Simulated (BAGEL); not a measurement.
**SiNH4O (SMILES [NH][SiH2]O): UHF/STO-3G (density fitting with qzvpp-jkfit)**

What is the vertical doublet–quartet gap of SiNH4O at UHF/STO-3G (density fitting with qzvpp-jkfit)? 

The results are computed with BAGEL 1.2.2.

### 1 The molecule

The species is SiNH4O (7 atoms), meant as a doublet with charge 0. As SMILES, `[NH][SiH2]O`. The shape is that of a PBE0-D4/def2-TZVP optimisation. This is one conformer, not always the lowest.

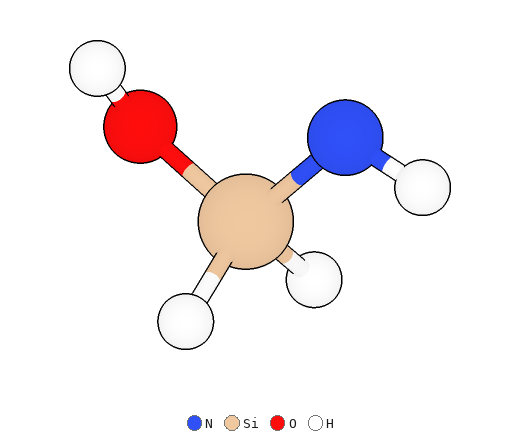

The structure, seen from a chosen angle (nitrogen blue, silicon light orange, oxygen red, hydrogen white).

### 2 The energy at UHF/STO-3G (density fitting with qzvpp-jkfit)

The input, calc.json:

```json
{ "bagel": [

{
  "title": "molecule",
  "basis": "sto-3g",
  "df_basis": "qzvpp-jkfit",
  "angstrom": true,
  "geometry": [
    { "atom": "N", "xyz": [   -1.219700,   -0.362600,    0.666700 ] },
    { "atom": "Si", "xyz": [    0.116600,    0.212100,   -0.290000 ] },
    { "atom": "O", "xyz": [    1.398500,   -0.795100,   -0.146900 ] },
    { "atom": "H", "xyz": [   -2.101000,    0.125500,    0.496300 ] },
    { "atom": "H", "xyz": [   -0.184300,    0.263000,   -1.742100 ] },
    { "atom": "H", "xyz": [    0.414600,    1.577200,    0.236200 ] },
    { "atom": "H", "xyz": [    1.636600,   -1.088000,    0.734200 ] }
  ]
},
{
  "title": "uhf",
  "nopen": 1
},
{
  "title": "print",
  "file": "orbitals.molden",
  "orbitals": true
}

]}
```

Launch:

```console
$ BAGEL_NUM_THREADS=1 BAGEL calc.json > calc.out
```

Output:

```text
* using 1 threads per process

  ===============================================================
  ===============================================================

  *** Geometry ***

  { "atom" : "N", "xyz" : [     -2.304899,     -0.685215,      1.259880 ] },
  { "atom" : "Si", "xyz" : [      0.220342,      0.400811,     -0.548021 ] },
  { "atom" : "O", "xyz" : [      2.642782,     -1.502521,     -0.277601 ] },
  { "atom" : "H", "xyz" : [     -3.970315,      0.237161,      0.937871 ] },
  { "atom" : "H", "xyz" : [     -0.348277,      0.496998,     -3.292092 ] },
  { "atom" : "H", "xyz" : [      0.783480,      2.980476,      0.446353 ] },
  { "atom" : "H", "xyz" : [      3.092726,     -2.056022,      1.387437 ] },

  Number of auxiliary basis functions:      354

  Since a DF basis is specified, we compute 2- and 3-index integrals:
    o Being stored without compression. Storage requirement is 0.001 GB

  Number of basis functions:       23
  Number of electrons      :       33

    * METHOD: MOLECULE                             0.07

  *** Open-shell HF ***

  === Nuclear Repulsion ===
   110.7228234442

      * DIIS with orbital gradients will be used.

  === UHF iteration (sto-3g) ===
      0       -415.39634449          0.04023554           0.01
      1       -415.47815690          0.00926569           0.01
      2       -415.48399329          0.00233962           0.01
      3       -415.48454810          0.00070680           0.01
      4       -415.48469429          0.00012138           0.01
      5       -415.48472206          0.00006228           0.01
      6       -415.48473592          0.00002743           0.01
      7       -415.48473792          0.00001880           0.01
      8       -415.48473836          0.00001362           0.01
      9       -415.48473846          0.00000935           0.01
     10       -415.48473855          0.00000356           0.01
     11       -415.48473857          0.00000084           0.01
     12       -415.48473858          0.00000042           0.01
     13       -415.48473858          0.00000018           0.01
     14       -415.48473858          0.00000009           0.01
     15       -415.48473858          0.00000003           0.01
     16       -415.48473858          0.00000002           0.01
     17       -415.48473858          0.00000002           0.01
     18       -415.48473858          0.00000001           0.01
     19       -415.48473858          0.00000001           0.01
    * SCF iteration converged.

    * S^2 (UHF) is 0.7583

    * Permanent dipole moment:
           (    0.230609,    -0.524921,    -0.009641) a.u.

    * METHOD: UHF                                  0.33

    * METHOD: PRINT                                0.00

  ===============================================================
```

Run time: 0.56 s. Hardware: 1 thread of Arm Neoverse V2, shared host.

### 3 The quartet

Edit calc.json of step 2 so:

```diff
@@ -19,3 +19,3 @@
   "title": "uhf",
-  "nopen": 1
+  "nopen": 3
 },
```

Launch:

```console
$ BAGEL_NUM_THREADS=1 BAGEL calc.json > calc.out
```

Output:

```text
* using 1 threads per process

  ===============================================================
  ===============================================================

  *** Geometry ***

  { "atom" : "N", "xyz" : [     -2.304899,     -0.685215,      1.259880 ] },
  { "atom" : "Si", "xyz" : [      0.220342,      0.400811,     -0.548021 ] },
  { "atom" : "O", "xyz" : [      2.642782,     -1.502521,     -0.277601 ] },
  { "atom" : "H", "xyz" : [     -3.970315,      0.237161,      0.937871 ] },
  { "atom" : "H", "xyz" : [     -0.348277,      0.496998,     -3.292092 ] },
  { "atom" : "H", "xyz" : [      0.783480,      2.980476,      0.446353 ] },
  { "atom" : "H", "xyz" : [      3.092726,     -2.056022,      1.387437 ] },

  Number of auxiliary basis functions:      354

  Since a DF basis is specified, we compute 2- and 3-index integrals:
    o Being stored without compression. Storage requirement is 0.001 GB

  Number of basis functions:       23
  Number of electrons      :       33

    * METHOD: MOLECULE                             0.07

  *** Open-shell HF ***

  === Nuclear Repulsion ===
   110.7228234442

      * DIIS with orbital gradients will be used.

  === UHF iteration (sto-3g) ===
      0       -414.93475717          0.04150973           0.01
      1       -415.00993946          0.03263531           0.01
      2       -415.05587803          0.01802545           0.01
      3       -415.07924941          0.00416705           0.01
      4       -415.09411525          0.00395523           0.01
      5       -415.10141982          0.00379925           0.01
      6       -415.12565013          0.00291503           0.01
      7       -415.12240184          0.00197852           0.01
      8       -415.12739397          0.00050989           0.01
      9       -415.12733731          0.00040102           0.01
     10       -415.12766360          0.00014665           0.01
     11       -415.12767962          0.00011991           0.01
     12       -415.12770012          0.00007610           0.01
     13       -415.12770532          0.00001690           0.01
     14       -415.12770574          0.00000846           0.01
     15       -415.12770585          0.00000513           0.01
     16       -415.12770591          0.00000210           0.01
     17       -415.12770592          0.00000076           0.01
     18       -415.12770592          0.00000049           0.01
     19       -415.12770592          0.00000024           0.01
     20       -415.12770592          0.00000012           0.01
     21       -415.12770592          0.00000006           0.01
     22       -415.12770592          0.00000003           0.01
     23       -415.12770592          0.00000001           0.01
    * SCF iteration converged.

    * S^2 (UHF) is 3.7571

    * Permanent dipole moment:
           (    1.160788,    -0.002418,    -0.911992) a.u.

    * METHOD: UHF                                  0.36

    * METHOD: PRINT                                0.00

  ===============================================================
```

It took 0.58 s on 1 thread of Arm Neoverse V2, shared host.

### 4 What came out

At UHF/STO-3G (density fitting with qzvpp-jkfit):

```
                                        quantity          value
                           doublet: total energy  -415.48474 Eh
                          doublet: dipole moment         1.46 D
                                   doublet: ⟨S²⟩          0.758
                           quartet: total energy  -415.12771 Eh
                          quartet: dipole moment         3.75 D
                                   quartet: ⟨S²⟩          3.757
vertical energy of the quartet above the doublet       9.715 eV
```

At this shape the quartet lies 9.72 eV (224 kcal/mol) above the doublet. In a minimal basis such a difference can be off by several eV, whatever the method.
